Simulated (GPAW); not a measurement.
# Cs2InAgCl6 (Fm-3m): one start, several treatments of the self-energy

Aim: compare treatments of exchange, screening and correlation for the gap of Cs2InAgCl6 (Fm-3m).

Calculated with GPAW 26.7.0; LDA and many-body steps on it, plane waves.

**The experiments to reproduce.**

- Gap 3.3 eV: optical gap from absorption onset near 380 nm, assigned as direct at Gamma; diffuse reflectance with Kubelka-Munk analysis; powder (“Cs2InAgCl6: A new lead-free halide double perovskite with direct band gap”, 2016, arxiv:1611.05426).

### 1. Set-up

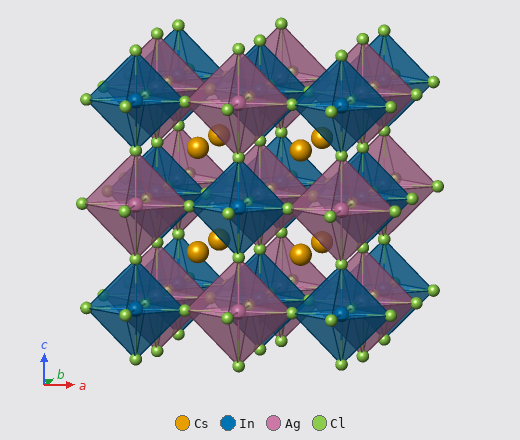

The starting structure, seen slightly off an axis (caesium orange, indium blue, silver pink, chlorine green). This picture shows the conventional cell, with its axes. Some periodic images of atoms are drawn too.

Coordinates:

```xyz
10
Lattice="0.0000 5.2345 5.2345 5.2345 0.0000 5.2345 5.2345 5.2345 0.0000" Properties=species:S:1:pos:R:3 pbc="T T T"
Cs    2.6173    2.6172    2.6173
Cs    7.8518    7.8517    7.8518
In    0.0000    0.0000    0.0000
Ag    5.2345    5.2345    5.2345
Cl    2.5104    5.2345    5.2345
Cl    5.2345    2.5104    5.2345
Cl    7.9586    5.2345    5.2345
Cl    5.2345    7.9586    5.2345
Cl    5.2345    5.2345    2.5104
Cl    5.2345    5.2345    7.9586
```

The cell and positions come from the Crystallography Open Database and are kept as given unless a step says otherwise. Spin-orbit coupling is left out unless a step names it.

### 2. Empty states on the mesh, 2×2×2 mesh, 975 bands

This step: GPAW 26.7.0; DFT, LDA, plane waves, PAW.

The sums over transitions need many empty states on a uniform mesh; this step solves for them.

Input file run.py:

```python
import json
import numpy as np
from gpaw.mpi import world
from gpaw import GPAW

calc = GPAW('gs.gpw').fixed_density(kpts={'size': (2, 2, 2), 'gamma': True},
    parallel={'domain': 1, 'band': 1},
    txt='nscf.txt')
calc.diagonalize_full_hamiltonian(nbands=975)
calc.write('full.gpw', mode='all')
res = {}
kpts = calc.get_ibz_k_points()
res['kpts'] = kpts
res['eigenvalues'] = [calc.get_eigenvalues(kpt=k) for k in range(len(kpts))]
res['n_electrons'] = calc.get_number_of_electrons()

if world.rank == 0:
    with open('result.json', 'w') as f:
        json.dump(res, f, default=lambda x: x.tolist())
```

The run is started by

```bash
mpirun -n 3 gpaw python run.py
```

Numbers of over 12 decimals in the logs are rounded to 6 here.

The log of the run:

```text
Diagonalizing LCAO Hamiltonian
Converting LCAO to pw mode
convergence criteria:
- Maximum integral of absolute [eigenst]ate change: 4e-08 eV^2 / valence electron
maximum number of iterations: 100

SCF iterations
|iter     |     time |      energy | eigst |  dens |
|iter:   1|  |             | +0.37 |       |
|iter:   2|  |             | -0.23 |       |
|iter:   3|  |             | -0.68 |       |
[...]
|iter:  48|  |             | -5.72 |       |
|iter:  49|  |             | -5.97 |       |
[... further lines of this kind ...]
|iter:  56|  |             | -7.41c|       |
SCF steps: 56
  __  _  _
 | _ |_)|_||  |
 |__||  | ||/\| - 26.7.0

Input parameters:
  mode=PW(ecut=450.000000),
  convergence={'density': 1e-06, 'bands': -3},
  gpts=array([40, 40, 40]),
  kpts=MonkhorstPack(size=(2, 2, 2), gamma=True),
  maxiter=100,
  nbands=56,
  occupations=Occupations(name='fermi-dirac', width=0.001, fixmagmom=False),
  parallel={'domain': 1, 'band': 1},
  xc=XC(name='LDA')
Matrix size: 6183x6183
# Writing to full.gpw (mode='all')
  [... matrices ...]

timing:  # [seconds]
  Total: 129.168  # ━━━━━━━━━━━━━━━━━━━━━━━━━━━━━━━━━━━━━━━━━━━━━━━━━━━━━━━━━
```

Run time: 2.6 min. Hardware: 3 MPI ranks of Intel Xeon Platinum 8559C (Emerald Rapids), shared host; peak memory 8.2 GiB.

Numbers from this step:

```yaml
gap: 0.8904 eV
k_of_the_valence_top: 0, 0, 0
k_of_the_conduction_bottom: 0, 0, 0
least_direct_gap: 0.8904 eV
k_points_computed: 3
lowest_point_of_the_top_converged_band_above_the_valence_top: 120.4513 eV
```

On this mesh the gap is 0.890 eV.

### 3. G0W0, Godby-Needs plasmon pole

Now the one-shot GW correction: screening in the RPA, then the self-energy of the levels asked for.

This step: G0W0 on LDA, plane waves, PAW.

Input file run.py:

```python
import json
import numpy as np
from gpaw.mpi import world
from gpaw.response.g0w0 import G0W0

gw = G0W0('full.gpw',
    filename='gw',
    kpts=[0],
    bands=(43, 47),
    ecut=78,
    nbands=448,
    integrate_gamma='WS',
    ppa=True)
gw.calculate()
res = {mode: {k: v for k, v in r.items() if k != 'sigma_eskwn'}
       for mode, r in gw.all_results.items()}

if world.rank == 0:
    with open('result.json', 'w') as f:
        json.dump(res, f, default=lambda x: x.tolist())
```

The run is started by

```bash
mpirun -n 4 gpaw python run.py
```

The log of the run:

```text
Using integrator: PointIntegrator
FrequencyGridDescriptor(from 0.000+0.000j to 0.000+27.211j eV, 2 points)
Nonperiodic BCs:  [False False False]
Using integrator: PointIntegrator
FrequencyGridDescriptor(from 0.000+0.000j to 0.000+27.211j eV, 2 points)
Nonperiodic BCs:  [False False False]
  ___  _ _ _
 |   || | | |
 | | || | | |
 |__ ||_____|
 |___|

BZ k-points: Symmetries present (total): 48

  [... matrices ...]
8 k-points: 2 x 2 x 2 Monkhorst-Pack grid + [1/4,1/4,1/4]
3 k-points in the irreducible part of the Brillouin zone
       k-points in crystal coordinates                weights
   0:     0.00000000    0.00000000    0.00000000          1/8
   1:     0.50000000    0.50000000    0.00000000          3/8
   2:     0.50000000    0.50000000    0.50000000          4/8

Distributing spins, k-points and bands (1 x 1 x 4) over 4 processes
Number of blocks: 1

Quasi particle states:
k-points (IBZ indices): [0]
Band range: (43, 47)
  [... matrices ...]
Computational parameters:
Plane wave cut-off: 78 eV
Number of bands: 448
Coulomb cutoff: None
Broadening: 0.1 eV

fxc modes: GW
Kernel: RPA
Using Godby-Needs plasmon-pole approximation:
  Fitting energy: i*E0, E0 = 1.000 Hartree
Summing all q:

Calculating screened Coulomb potential
No Coulomb truncation
FrequencyGridDescriptor(from 0.000+0.000j to 0.000+27.211j eV, 2 points)
Removing empty qpoint cache files...

Calculating chi0 body with:
    Ground state adapter containing:
    Number of spins: 1
    Number of kpoints: 8
    Number of irreducible kpoints: 3
    Number of completely occupied states: 45
    Number of partially occupied states: 45
    Occupied states memory: 43.9453125 M / cpu

    Linear response parametrization:
    q_c: [0.0, 0.0, 0.0]
    Number of frequency points: 2
    Planewave cutoff: 78.0
    Number of bands: 448
    Number of planewaves: 459
    Broadening (eta): 1e-06
    comm.size: 4
    kncomm.size: 4
    blockcomm.size: 1

    Memory estimate of potentially large arrays:
        chi0_wGG: 6.429474 M / cpu
Integrating chi0 body.

Symmetries of q_c:
    Direct symmetries (Uq -> q): 48
    Indirect symmetries (TUq -> q): 0
In total 48 allowed symmetries.

  [... matrices ...]
3 groups of equivalent kpoints. 62.5% reduction.

Integral kind: response function
Integrating chi0 head and wings.

Symmetries of q_c:
    Direct symmetries (Uq -> q): 48
    Indirect symmetries (TUq -> q): 0
In total 48 allowed symmetries.

  [... matrices ...]
3 groups of equivalent kpoints. 62.5% reduction.

Integral kind: response function wings

Calculating chi0 body with:
    Ground state adapter containing:
    Number of spins: 1
    Number of kpoints: 8
    Number of irreducible kpoints: 3
    Number of completely occupied states: 45
    Number of partially occupied states: 45
    Occupied states memory: 43.9453125 M / cpu

    Linear response parametrization:
[... the further q-points ...]

Results:
f:      Occupation numbers
eps:     KS-eigenvalues [eV]
vxc:     KS vxc [eV]
exx:     Exact exchange [eV]
sigma:   Self-energies [eV]
dsigma:  Self-energy derivatives
Z:       Renormalization factors
qp:      QP-energies [eV]

k-point 0 (0): (0.000, 0.000, 0.000)                GW
band       f     eps     vxc     exx   sigma  dsigma       Z      qp
                                                                   GW
  43   1.000   2.448 -24.313 -28.563   3.636  -0.267   0.789   1.964
  44   1.000   2.448 -24.313 -28.563   3.636  -0.267   0.789   1.964
  45   0.000   3.338 -14.828 -10.155  -3.082  -0.213   0.824   4.649
  46   0.000   7.310  -9.434  -4.767  -3.468  -0.175   0.851   8.331
```

Wall time 92 s (4 MPI ranks); peak memory 5 GiB; 6.1 min of CPU time.

Numbers from this step:

```yaml
g0w0_gap_on_the_points_computed: 2.685 eV
least_direct_g0w0_gap_on_the_computed_points: 2.685 eV
z_at_the_valence_top: 0.7893
z_at_the_conduction_bottom: 0.8245
starting_gap_on_the_mesh: 0.8904 eV
k_of_the_valence_top: 0, 0, 0
k_of_the_conduction_bottom: 0, 0, 0
```

The gap on the mesh goes from 0.89 eV to 2.69 eV, a correction of +1.79 eV.

### 4. One-shot HSE06

This step: one-shot HSE06 levels on LDA orbitals, plane waves, PAW.

Input file run.py:

```python
import json
import numpy as np
from gpaw.mpi import world
from gpaw.hybrids.eigenvalues import non_self_consistent_eigenvalues

dft, vxc, vxc_hyb = non_self_consistent_eigenvalues('full.gpw', 'HSE06', 43, 47, kpt_indices=[0])
res = {'dft': dft[0], 'hybrid': (dft - vxc + vxc_hyb)[0]}
if world.rank == 0:
    with open('hybrid.txt', 'w') as f:
        for k, e0, e1 in zip([0], res['dft'], res['hybrid']):
            print(k, ' '.join(f'{x:9.4f}' for x in e0), '|', ' '.join(f'{x:9.4f}' for x in e1), file=f)

if world.rank == 0:
    with open('result.json', 'w') as f:
        json.dump(res, f, default=lambda x: x.tolist())
```

The run is started by

```bash
mpirun -n 4 gpaw python run.py
```

The log of the run:

```text
IBZ(<points: 3, symmetries: 48>)
Occupied bands: 45
Transforming wave functions from IBZ to BZ: 0.039 seconds
Distributing wave functions and iFFT-ing to real space: 0.133 seconds
Calculating eigenvalues:
  k-points: 1
  Bands: 43-46 (inclusive)
  Seconds: 0.509 (wave-function broadcasting: 0.011 seconds)
HSE06-eigenvalue shifts:
  min: -0.956 eV
  ave: -0.051 eV
  max: 0.889 eV
```

Run time: 5.1 s. Hardware: 4 MPI ranks; peak memory 0.99 GiB; 19 s of CPU time.

Numbers from this step:

| Quantity | Value |
| --- | --- |
| starting gap on the mesh | 0.8904 eV |
| hybrid gap on the mesh | 2.663 eV |
| least direct hybrid gap on the computed points | 2.663 eV |

### 5. G0W0, extrapolated in the cutoff

This step: G0W0 on LDA, plane waves, PAW.

Input file run.py:

```python
import json
import numpy as np
from gpaw.mpi import world
from gpaw.response.g0w0 import G0W0

gw = G0W0('full.gpw',
    filename='gw',
    kpts=[0],
    bands=(43, 47),
    ecut=130.0,
    integrate_gamma='WS',
    ppa=True,
    ecut_extrapolation=True)
gw.calculate()
res = {mode: {k: v for k, v in r.items() if k != 'sigma_eskwn'}
       for mode, r in gw.all_results.items()}

if world.rank == 0:
    with open('result.json', 'w') as f:
        json.dump(res, f, default=lambda x: x.tolist())
```

The run is started by

```bash
mpirun -n 4 gpaw python run.py
```

The log of the run:

```text
Using integrator: PointIntegrator
FrequencyGridDescriptor(from 0.000+0.000j to 0.000+27.211j eV, 2 points)
Nonperiodic BCs:  [False False False]
Using integrator: PointIntegrator
FrequencyGridDescriptor(from 0.000+0.000j to 0.000+27.211j eV, 2 points)
Nonperiodic BCs:  [False False False]
  ___  _ _ _
 |   || | | |
 | | || | | |
 |__ ||_____|
 |___|

BZ k-points: Symmetries present (total): 48

  [... matrices ...]
8 k-points: 2 x 2 x 2 Monkhorst-Pack grid + [1/4,1/4,1/4]
3 k-points in the irreducible part of the Brillouin zone
       k-points in crystal coordinates                weights
   0:     0.00000000    0.00000000    0.00000000          1/8
   1:     0.50000000    0.50000000    0.00000000          3/8
   2:     0.50000000    0.50000000    0.50000000          4/8

Distributing spins, k-points and bands (1 x 1 x 4) over 4 processes
Number of blocks: 1

Quasi particle states:
k-points (IBZ indices): [0]
Band range: (43, 47)
  [... matrices ...]
Computational parameters:
Extrapolating to infinite plane wave cut-off using points at:
  112.031 eV
  120.183 eV
  130.000 eV
Number of bands: 965
Coulomb cutoff: None
Broadening: 0.1 eV

fxc modes: GW
Kernel: RPA
Using Godby-Needs plasmon-pole approximation:
  Fitting energy: i*E0, E0 = 1.000 Hartree
Summing all q:

Calculating screened Coulomb potential
No Coulomb truncation
FrequencyGridDescriptor(from 0.000+0.000j to 0.000+27.211j eV, 2 points)
Removing empty qpoint cache files...

Calculating chi0 body with:
    Ground state adapter containing:
    Number of spins: 1
    Number of kpoints: 8
    Number of irreducible kpoints: 3
    Number of completely occupied states: 45
    Number of partially occupied states: 45
    Occupied states memory: 43.9453125 M / cpu

    Linear response parametrization:
    q_c: [0.0, 0.0, 0.0]
    Number of frequency points: 2
    Planewave cutoff: 130.0
    Number of bands: 965
    Number of planewaves: 941
    Broadening (eta): 1e-06
    comm.size: 4
    kncomm.size: 4
    blockcomm.size: 1

    Memory estimate of potentially large arrays:
        chi0_wGG: 27.022736 M / cpu
Integrating chi0 body.

Symmetries of q_c:
    Direct symmetries (Uq -> q): 48
    Indirect symmetries (TUq -> q): 0
In total 48 allowed symmetries.

  [... matrices ...]
3 groups of equivalent kpoints. 62.5% reduction.

Integral kind: response function
Integrating chi0 head and wings.

Symmetries of q_c:
    Direct symmetries (Uq -> q): 48
    Indirect symmetries (TUq -> q): 0
In total 48 allowed symmetries.

  [... matrices ...]
3 groups of equivalent kpoints. 62.5% reduction.

Integral kind: response function wings

Calculating chi0 body with:
    Ground state adapter containing:
    Number of spins: 1
    Number of kpoints: 8
    Number of irreducible kpoints: 3
    Number of completely occupied states: 45
    Number of partially occupied states: 45
    Occupied states memory: 43.9453125 M / cpu

    Linear response parametrization:
[... the further q-points ...]
Extrapolating selfenergy to infinite energy cutoff:
  Performing linear fit to 3 points
  Warning: Bad quality of linear fit for some (n,k).
           Higher cutoff might be necessary.
  Minimum R^2 = 0.7939. (R^2 Should be close to 1)
  [... matrices ...]
Results:
f:      Occupation numbers
eps:     KS-eigenvalues [eV]
vxc:     KS vxc [eV]
exx:     Exact exchange [eV]
sigma:   Self-energies [eV]
dsigma:  Self-energy derivatives
Z:       Renormalization factors
qp:      QP-energies [eV]

k-point 0 (0): (0.000, 0.000, 0.000)                GW
band       f     eps     vxc     exx   sigma  dsigma       Z      qp
                                                                   GW
  43   1.000   2.448 -24.313 -28.563   3.180  -0.276   0.784   1.610
  44   1.000   2.448 -24.313 -28.563   3.180  -0.276   0.784   1.610
  45   0.000   3.338 -14.828 -10.155  -3.578  -0.218   0.821   4.236
  46   0.000   7.310  -9.434  -4.767  -3.690  -0.178   0.849   8.140
```

It took 12 min on 4 MPI ranks; peak memory 9.1 GiB; 49 min of CPU time.

This step gave:

```
quasiparticle gap on the points computed              : 2.626 eV
least direct quasiparticle gap on the computed points : 2.626 eV
Z at the valence top                                  : 0.7838
Z at the conduction bottom                            : 0.8209
starting gap on the mesh                              : 0.8904 eV
k of the valence top                                  : 0, 0, 0
k of the conduction bottom                            : 0, 0, 0
gaps at the cutoffs of the extrapolation              : 2.645, 2.643, 2.641 eV
```

Against G0W0 in GPAW (2×2×2 mesh, 448 bands, screening to 78 eV, Godby-Needs plasmon pole), the gap moves by −0.059 eV.

(Continued in part 2 of 2.)

[Paths, hosts, dates, memory and timing lines, banners, echoed tables and standing remarks are left out of the program output.]

[Logs are printed without paths, hosts, clocks, repeated set-up lines and the standing remarks that a program may print on its own settings, such as how far it seeks lower states.]

[Runs of the session that timed out or met a known fault of the program may be left out.]

[Hosts, paths, dates, database ids (printed as entryN), source tags and the programs' standing remarks are cut or masked in the printed files.]
